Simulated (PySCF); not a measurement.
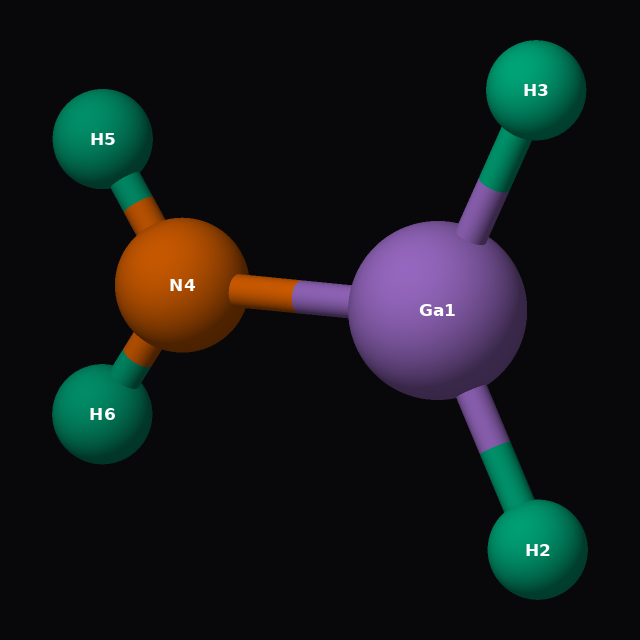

Computed geometry: PBE0-D3(BJ)/def2-SVP optimisation. No frequency run is at hand to confirm it as a minimum. Properties computed with PBE/pcJ-1 (pcSseg-1 on Ga) indirect spin-spin coupling, non-relativistic, gas phase (PySCF 2.14.0). Isotopes: 1H, 15N.

Give the spin–spin coupling constants of these pairs, with the number of bonds between them: N4/H6, N4/H5, H2/H3, H2/N4, H3/N4, H5/H6, H2/H6, H2/H5, H3/H6, H3/H5.

```
  pair  bonds apart  J (Hz)
N4, H6            1   −75.3
N4, H5            1   −75.1
H2, H3            2    52.9
H2, N4            2   −11.3
H3, N4            2   −11.4
H5, H6            2    −1.8
H2, H6            3    −1.2
H2, H5            3     8.9
H3, H6            3     9.0
H3, H5            3    −1.1
```
